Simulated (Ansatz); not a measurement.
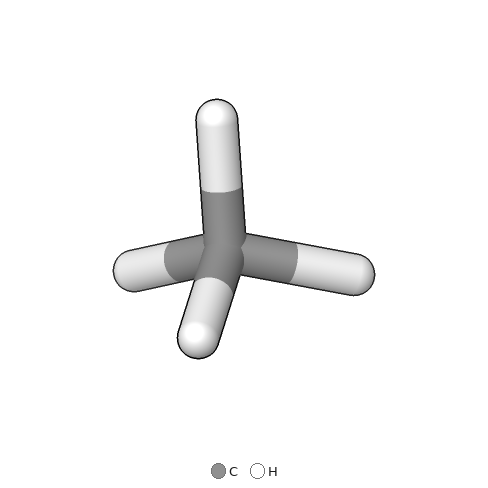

Stick drawing of a structure. Every bond is drawn as one stick, whatever its order.

Which formula does it have?

CH4, 5 atoms: 1 carbon and 4 hydrogen.

Count the bonded pairs by element.

4 C–H. Sticks follow a distance rule.

Which point group does it belong to?

Td.

How many atoms are distinct by symmetry?

2: 1 C, 4 H.

The parts below concern this one geometry. Atoms keep their numbers from picture to picture. Computed geometry: PBE0-D4/def2-TZVP optimisation.

**Vibrations**

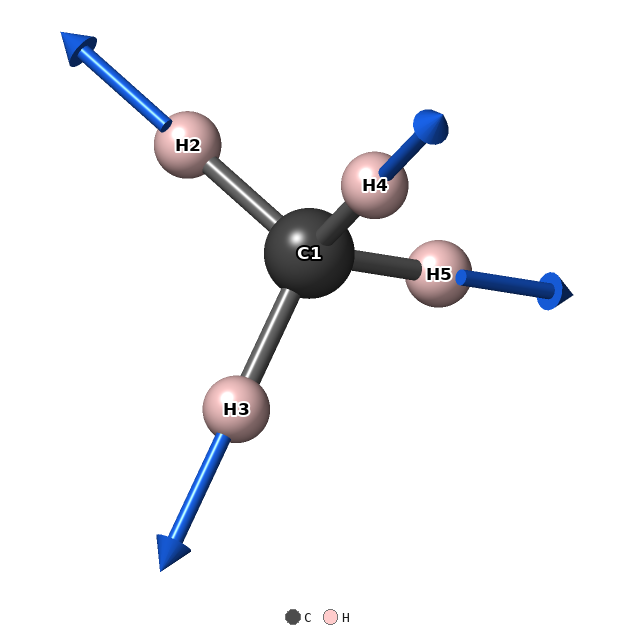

The arrows show one normal mode. Harmonic vibrations computed with RKS PBE0-D4/def2-TZVP (Ansatz 0.2.0) at a stationary point of the same level.

What kind of motion is it?

Mostly in-phase stretching of 4 C–H bonds.

At what wavenumber does it lie?

3047 cm⁻¹; it is mode 6 of 9 counted from the lowest.

**Electronic properties**

Properties computed with RKS PBE0-D4/def2-TZVPP (Ansatz 0.2.0).

Predict the main results.

- HOMO energy (Kohn–Sham orbital): −10.98 eV
- LUMO energy (Kohn–Sham orbital): 1.70 eV
- HOMO–LUMO gap: 12.68 eV

**Thermal motion**

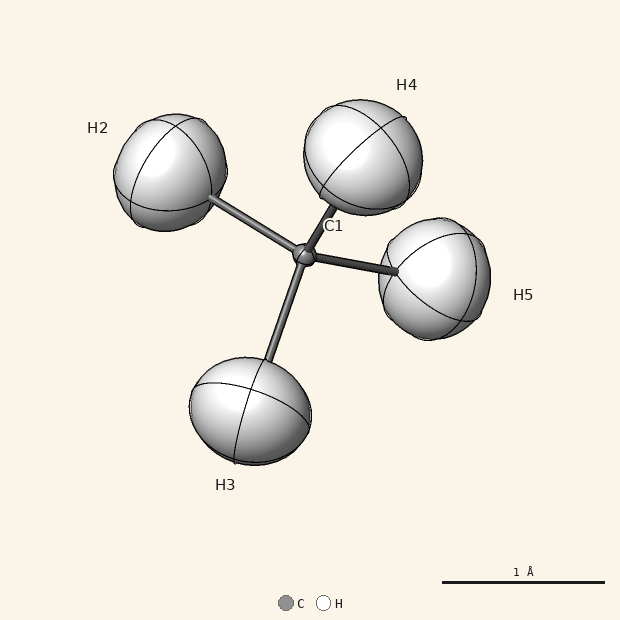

Displacement ellipsoids at the 50 % level, enlarged 3 times, from the internal vibrations of the free molecule (harmonic, no overall translation or rotation; no half-axis is drawn under 0.075 Å). Vibrations computed with RKS PBE0-D4/def2-TZVP (Ansatz 0.2.0). Temperature: 400 K.

Give the displacement parameters, one line for each set of equivalent atoms.

```
          atom  U_eq (Å²)   rms amplitudes (Å)
            C1    0.00021  0.015, 0.015, 0.015
H2, H3, H4, H5     0.0062  0.071, 0.082, 0.082
```
